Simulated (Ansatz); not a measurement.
ClH3Si···HBr

Input

```
crystal:
  periodic: [false, false, false]
  atoms:
    - {symbol: Si, position_ang: [-0.382788, 0.874742, -0.187075]}
    - {symbol: Br, position_ang: [0.560108, -2.646027, -0.042097]}
    - {symbol: H, position_ang: [0.117280, 0.499515, -1.527833]}
    - {symbol: H, position_ang: [-1.599945, 0.109151, 0.160622]}
    - {symbol: Cl, position_ang: [-0.875086, 2.873660, -0.225620]}
    - {symbol: H, position_ang: [1.511987, -2.397442, 0.983455]}
    - {symbol: H, position_ang: [0.668444, 0.686500, 0.838548]}
basis:
  gaussian: {orbitals: def2-TZVPP}
hamiltonian: {xc: pbe0, dispersion: d4}
output: {orbitals: {seedname: orbitals}}
```

Launched as:

```sh
ansatz run in.yaml --threads 4 --pin off --events-out ev --progress --plain --max-ram 9574MiB
```

The product side of a reaction path; geometry: PBE0-D4/def2-TZVP.

These are results of RKS PBE0-D4/def2-TZVPP in Ansatz 0.2.0, not measurements.

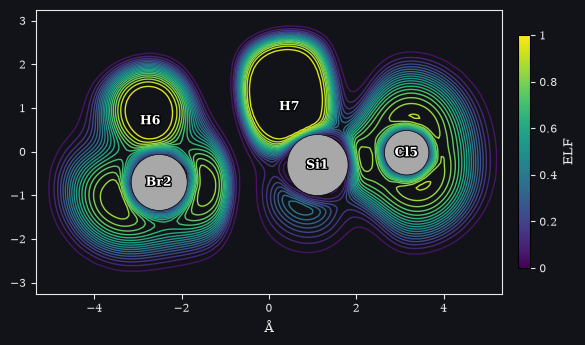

Figure 1. ELF on the plane of atoms Cl5, Si1 and H7. Grey discs cover the atomic cores.

> What do the fields say about this system?

The plane passes through Si, Br, Cl and H nuclei. Si1···Br2 (3.65 Å): the ELF dips to about 0 between them; a non-bonded, intermolecular contact. Si–Cl (2.06 Å): the ELF peaks at about 0.90 between the atoms (a polar covalent bond). Br–H (1.42 Å): the ELF climbs to about 1 towards the hydrogen, as it does in any bond to H. Si–H (1.48 Å): the ELF climbs to about 1 towards the hydrogen. The ELF also peaks beside Br2 and Cl5, away from the bonds: lone-pair regions.

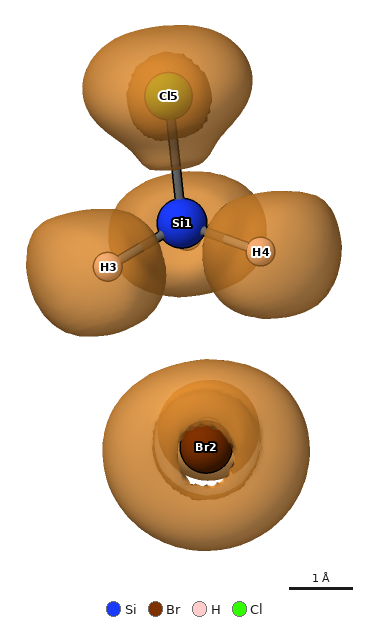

Figure 2. Isosurface of the electron localisation function at 0.75 (orange), seen at an oblique angle. Only the valence region is drawn (cores and ρ < 0.01 e/Å³ removed).

> What do the ELF domains correspond to?

At this value the surface marks out four regions around hydrogen nuclei, one region on Cl in which the atom's valence shell and bonds are merged and one ring or bowl of non-bonding electrons around Br.

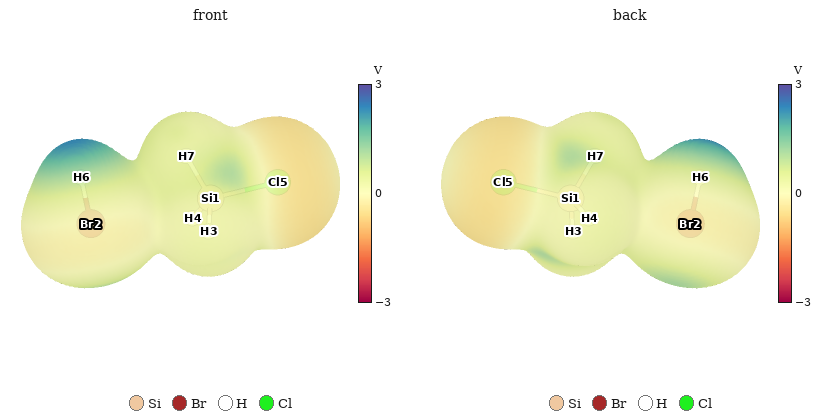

Figure 3. The molecular electrostatic potential painted on the density surface at 0.002 e/bohr³, seen from the front and from behind; red is negative and blue positive.

> Describe the electrostatic potential map.

The most negative region (about −0.5 V) lies over Cl5, the most positive (about +2.3 V) over H6. Br2 shows a σ-hole: about +1.2 V at the tip opposite its bond, against about −0.1 V on its flanks.
